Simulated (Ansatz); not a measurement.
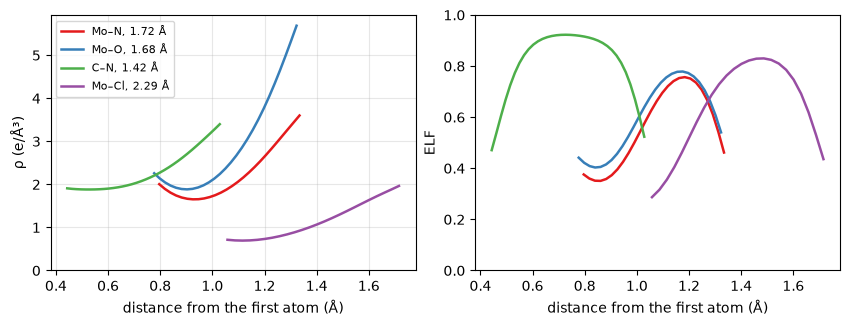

*CH5ClMoN2O. Electron density and ELF along straight lines between neighbouring atoms. The curves leave out the atomic cores.*

Geometry: PBE0-D4/def2-TZVP; core potentials replace the inner electrons of Mo.

Theory: RKS PBE0-D4/def2-TZVPP (Ansatz 0.2.0).

```xyz
11

C    -0.6883   -1.3099   -1.4267
N    -0.5326   -0.3764   -0.3702
Mo    0.1656    1.0460    0.3028
N     0.9551    0.4855    1.9685
O     1.3370    1.6479   -0.7399
Cl   -1.4978    2.5860    0.6091
H     0.0081   -1.1135   -2.2492
H    -1.7130   -1.2672   -1.8103
H    -0.5155   -2.3241   -1.0513
H     1.7337    0.9797    2.3811
H     0.8133   -0.4109    2.4067
```

Question: What can be read from the curves?

Answer: Mo–N (1.72 Å): the density is about 1.7 e/Å³ at the midpoint; the ELF peaks at about 0.75 in the valence shell of N, 0.5 Å from its nucleus, and drops to about 0.35 between the two atoms.
Mo–O (1.68 Å): the density is about 2 e/Å³ at the midpoint; the ELF peaks at about 0.80 in the valence shell of O, 0.5 Å from its nucleus, and drops to about 0.40 between the two atoms.
C–N (1.42 Å): the density is about 2 e/Å³ at the midpoint; the ELF peaks at about 0.90 between the atoms: a covalent bond.
Mo–Cl (2.29 Å): the density is about 0.7 e/Å³ at the midpoint; the ELF peaks at about 0.85 in the valence shell of Cl, 0.8 Å from its nucleus, and is about 0.40 at the midpoint.
